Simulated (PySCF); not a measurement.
# AlH3S (SMILES [AlH2][SH]) at 6 levels

Aim: a comparison of 6 runs (B2PLYP/STO-6G, r2SCAN/STO-6G, UMP2/STO-6G, BCCD(T)/STO-6G, CCSDT/STO-6G, FCI/STO-6G) of AlH3S. 

The calculation is run with PySCF 2.14.0.

3 further runs of the same task are left out: 3 set aside as unsound or not needed.

### Step 1. The structure to begin with

The species is AlH3S (5 atoms), meant as a singlet with charge 0. SMILES: `[AlH2][SH]`. The S2–H5 distance was set to 2.016 Å, away from the relaxed value. At this shape a bond of the SMILES string is far longer than usual.

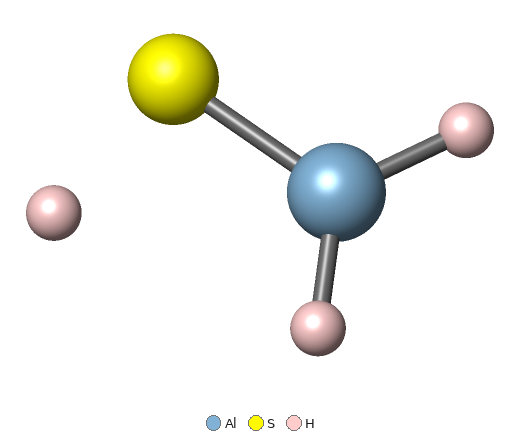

Viewed from a chosen angle; aluminium light blue, sulfur yellow, hydrogen pink.

### Step 2. A single-point energy at B2PLYP/STO-6G (run 1)

Input file job.py:

```python
from pyscf import gto, dft, mp

molecule = gto.M(
    atom='''
Al    -1.031393    -0.379645     0.242093
S      0.713807    -0.658545     1.520393
H     -2.396993    -0.965545     0.774893
H     -0.856393     0.380555    -1.132607
H      1.959700     0.287800     0.249000
''',
    max_memory=1860,
    basis='sto-6g',
    verbose=3,
    spin=0,
)

ks = dft.RKS(molecule)
ks.xc = '0.53*HF + 0.47*B88, 0.73*LYP'
ks.conv_tol = 1e-10
ks.grids.level = 5
ks.kernel()
if not ks.converged:
    ks = ks.newton().run(ks.mo_coeff, ks.mo_occ)

pt = mp.MP2(ks, frozen=10).run()
e_final = ks.e_tot + 0.27 * pt.e_corr
print('PT2 part  %.8f' % (0.27 * pt.e_corr))
print(f'total energy: {e_final:.8f} hartree')
```

Run with:

```sh
$ OMP_NUM_THREADS=1 python job.py
```

The log of the run:

```text
converged SCF energy = -639.638022912563
E(RMP2) = -639.755827531765  E_corr = -0.117804619202087
E(SCS-RMP2) = -639.772147297715  E_corr = -0.134124385152738
PT2 part  -0.03180725
total energy: -639.66983016 hartree
```

It took 1.9 s on 1 thread of AMD EPYC 9R45 (Zen 5), shared host; peak memory 0.21 GiB.

### Step 3. A single-point energy at r2SCAN/STO-6G (run 2)

Input file job.py:

```python
from pyscf import gto, dft

mol = gto.Mole()
mol.atom = '''
Al      -1.031393      -0.379645       0.242093
S        0.713807      -0.658545       1.520393
H       -2.396993      -0.965545       0.774893
H       -0.856393       0.380555      -1.132607
H        1.959700       0.287800       0.249000
'''
mol.max_memory = 1860
mol.basis = 'sto-6g'
mol.verbose = 3
mol.spin = 0
mol.build()

myscf = dft.RKS(mol)
myscf.xc = 'r2scan'
myscf.conv_tol = 1e-10
myscf.grids.level = 5
myscf.kernel()
if not myscf.converged:
    myscf = myscf.newton().run(myscf.mo_coeff, myscf.mo_occ)

e_final = myscf.e_tot
print('Final energy', e_final)
```

Run with:

```sh
$ OMP_NUM_THREADS=1 python job.py
```

The log of the run:

```text
converged SCF energy = -639.950573216936
Final energy -639.9505732169357
```

Run time: 2.5 s. Hardware: 1 thread of AMD EPYC 9R45 (Zen 5), shared host; peak memory 0.21 GiB.

Runs 3 to 5 aren't shown in full; the table further down has their settings and results.

### Step 4. The energy at FCI/STO-6G (run 6)

Input file run.py:

```python
from pyscf import gto, mcscf
from pyscf import fci

molecule = gto.Mole()
molecule.atom = '''
Al    -1.949050    -0.717425     0.457489
S      1.348900    -1.244470     2.873126
H     -4.529660    -1.824616     1.464336
H     -1.618348     0.719145    -2.140317
H      3.703296     0.543863     0.470542
'''
molecule.max_memory = 1860
molecule.unit = 'bohr'
molecule.verbose = 4
molecule.basis = 'sto-6g'
molecule.charge = 0
molecule.build()

hf = molecule.RHF()
hf.conv_tol = 1e-10
hf.kernel()
if not hf.converged:
    hf = hf.newton().run(hf.mo_coeff, hf.mo_occ)

cas = mcscf.CASCI(hf, hf.mo_coeff.shape[-1] - 10, (molecule.nelec[0] - 10, molecule.nelec[1] - 10))  # full CI above the frozen core
cas.fcisolver = fci.direct_spin0.FCI(molecule)  # even spin states alone
cas.kernel()
print('<S^2> = %.4f' % cas.fcisolver.spin_square(cas.ci, cas.ncas, cas.nelecas)[0])
energy = cas.e_tot
print('E(%s) = %.9f' % ('FCI', energy))
```

Run with:

```sh
$ OMP_NUM_THREADS=1 python run.py
```

The log of the run:

```text
PySCF version 2.14.0

[... 59 lines left out ...]
converged SCF energy = -638.769144592837
[... 1 line left out ...]
******** <class 'pyscf.mcscf.casci.CASCI'> ********
CAS (6e+6e, 11o), ncore = 10, nvir = 0
natorb = False
canonicalization = True
sorting_mo_energy = False
******** <class 'pyscf.fci.direct_spin0.FCISolver'> ********
max. cycles = 100
conv_tol = 1e-10
davidson only = False
linear dependence = 1e-14
level shift = 0.001
max iter space = 12
nroots = 1
pspace_size = 400
spin = None
Density matrix diagonal elements [1.99318859 1.97445932 1.95581174 1.92437311 1.8358479  1.98439033
 0.225873   0.01835872 0.04565738 0.02078195 0.02125796]
CASCI converged
CASCI E = -638.899634785929  E(CI) = -24.1909317722268  S^2 = 0.0000000
<S^2> = 0.0000
E(FCI) = -638.899634786
```

Run time: 1.2 s. Hardware: 1 thread of AMD EPYC 9R45 (Zen 5), shared host; peak memory 0.16 GiB.

### Step 5. Overview of the runs

| run | level | frozen core orbitals | integration grid | energy (Eh) | dipole moment (D) of the reference | HOMO energy (eV) | LUMO energy (eV) | wall time |
| --- | --- | --- | --- | --- | --- | --- | --- | --- |
| 1 | B2PLYP/STO-6G | 10 | 5 | -639.669830 | 1.21 | -4.78 | 3.10 | 1.9 s |
| 2 | r2SCAN/STO-6G | – | 5 | -639.950573 | 0.80 | -2.52 | 0.33 | 2.5 s |
| 3 | UMP2/STO-6G | 10 | – | -638.846408 | 1.38 | -6.18 | 7.15 | 0.62 s |
| 4 | BCCD(T)/STO-6G | 10 | – | -638.899050 | – | – | – | 0.68 s |
| 5 | CCSDT/STO-6G | 10 | – | -638.899468 | 1.58 | -6.87 | 5.95 | 0.62 s |
| 6 | FCI/STO-6G | 10 | – | -638.899635 | 1.58 | -6.87 | 5.95 | 1.2 s |

### Step 6. Outcome

| quantity | value |
| --- | --- |
| run 6: total energy | -638.89963 Eh |
| run 6: dipole moment (Hartree–Fock density) | 1.58 D |
| run 6: HOMO energy (Hartree–Fock orbitals) | -6.87 eV |
| run 6: LUMO energy (Hartree–Fock orbitals) | 5.95 eV |
| run 6: HOMO–LUMO gap (Hartree–Fock orbitals) | 12.82 eV |
| run 6: correlation energy (10 core orbitals frozen) | -130.5 mEh |

Against full CI in this basis: UMP2 +53.2 mEh; BCCD(T) +0.6 mEh; CCSDT +0.2 mEh. Totals of different functionals can't be ranked against each other. In runs 1, 2, 3, 4, 5, 6 the basis is minimal, so the values are rough. Spin contamination of the reference: run 3 ⟨S²⟩ = 0.65. Where it is this large, the reference is a mixture of spin states, and values that rest on it are in doubt. All runs together took 7.5 s, the longest 2.5 s.
